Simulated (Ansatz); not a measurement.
One crystal and one scan (energy against volume) at two levels, PBE (plane waves to 420 eV, PAW, scalar-relativistic; Ansatz, a first-principles code) and r2SCAN (plane waves to 500 eV, PAW, scalar-relativistic; Ansatz), each from its own relaxed cell and on its own mesh. The cell shown is that of PBE.

Ge2Sb2Te5 (Ge2Sb2Te5-Kooi type, space group P-3m1)

```yaml
crystal:
  lattice:
    - [4.29328, 0.00000, 0.00000]
    - [-2.14664, 3.71809, 0.00000]
    - [0.00000, 0.00000, 17.63419]
  atoms:
    - { symbol: Te, position: [0.00000, 0.00000, 0.00000] }
    - { symbol: Ge, position: [0.66667, 0.33333, 0.09824] }
    - { symbol: Ge, position: [0.33333, 0.66667, 0.90176] }
    - { symbol: Te, position: [0.33333, 0.66667, 0.19409] }
    - { symbol: Te, position: [0.66667, 0.33333, 0.80591] }
    - { symbol: Sb, position: [0.00000, 0.00000, 0.30944] }
    - { symbol: Sb, position: [0.00000, 0.00000, 0.69056] }
    - { symbol: Te, position: [0.66667, 0.33333, 0.40641] }
    - { symbol: Te, position: [0.33333, 0.66667, 0.59359] }
```

Equation-of-state scan: isotropic scaling of the cell above, V₀ being its volume. The atoms relax within the cell's symmetry.

E stands for the smeared free energy. Ge2Sb2Te5 was relaxed with its symmetry unable to fall. Spin-orbit coupling is left out, though Sb and Te are heavy. With the shape held, the modulus is that of even scaling; a crystal free to change shape is softer. Percentages come from the unrounded values. Both scans cover V/V₀ from 0.900 to 1.100.

```tsv
quantity	PBE	r2SCAN	PBE − r2SCAN
Lattice constant a (Å)	4.293	4.266	+0.027 (+0.6 %)
Lattice constant c (Å)	17.63	17.62	+0.01
Relaxed volume (Å³/atom)	31.28	30.86	+0.42 (+1.4 %)
Pressure at the smallest volume (GPa)	4.13	4.61	-0.48 (-10 %)
Energy cost of the largest compression (meV/atom)	34.5	39.2	-4.7 (-12 %)
Energy cost of the largest expansion (meV/atom)	17.8	21.5	-3.7 (-17 %)
Bulk modulus at fixed cell shape B₀ (third-order Birch-Murnaghan fit) (GPa)	25.1	29.9	-4.8 (-16 %)
Pressure derivative B₀′ (fit)	8.8	7.8	+1.0 (+13 %)
Pressure for 5 % compression (fit) (GPa)	1.6	1.9	-0.3
```

PBE gives the higher value for: lattice constant a; relaxed volume; pressure derivative B₀′. PBE gives the lower value for: pressure at the smallest volume; energy cost of the largest compression; energy cost of the largest expansion; bulk modulus at fixed cell shape B₀; pressure for 5 % compression. They agree on: lattice constant c (within 0.2 %).

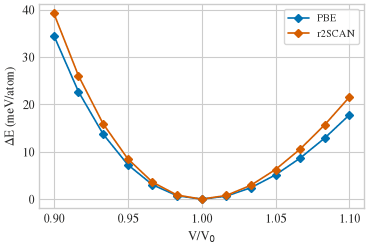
Figure. ΔE, each from the relaxed starting cell of its own level.

(Under strain, the slope of the energy per volume gives the stress and its curvature an elastic modulus.)
